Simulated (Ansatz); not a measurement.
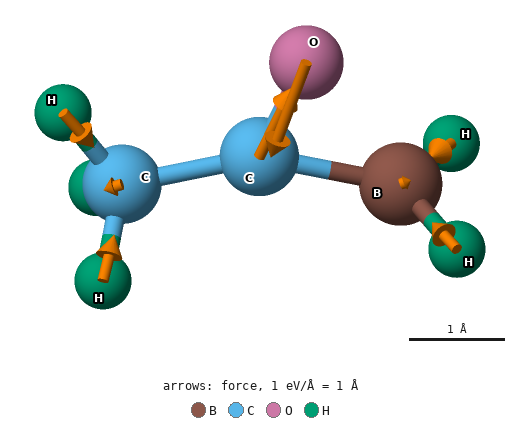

Starting geometry of C2H5BO with the computed forces as orange arrows. A ball-and-stick model, seen from a free direction.

The start comes from PBE-D4/def2-SVP.

These are results of Ansatz 0.2.0, RKS PBE0-D4/def2-TZVP, not measurements. Settings: force threshold 0.005 eV/Å; at most 150 steps.

### Is this structure relaxed? If not, where do the atoms go?

It isn't relaxed: the largest force vector, on the O atom, is 1.24 eV/Å. The final displacements follow the starting forces only in part (cosine between the two patterns 0.46). Over 8 accepted moves (9 points after the start) the energy falls by 0.043 eV. The largest force component goes from 0.99 to 0.00037 eV/Å. The line search rejected the trial step at point 6 of the run. The atom that moves furthest after the best rigid fit is the O atom (0.051 Å). By element the largest moves are O 0.051 Å, H 0.040 Å, C 0.024 Å, B 0.020 Å. Among the contacts that change: B–H 1.216 → 1.194 Å, C–H 1.110 → 1.094 Å, C–O 1.256 → 1.240 Å, C–C 1.480 → 1.468 Å. Among the angles between lasting bonds that change: B–C–O 80.6° → 78.0°, B–C–C 154.0° → 156.3°. Cost: 23 s on 2 threads of Arm Neoverse V2, on a shared host.
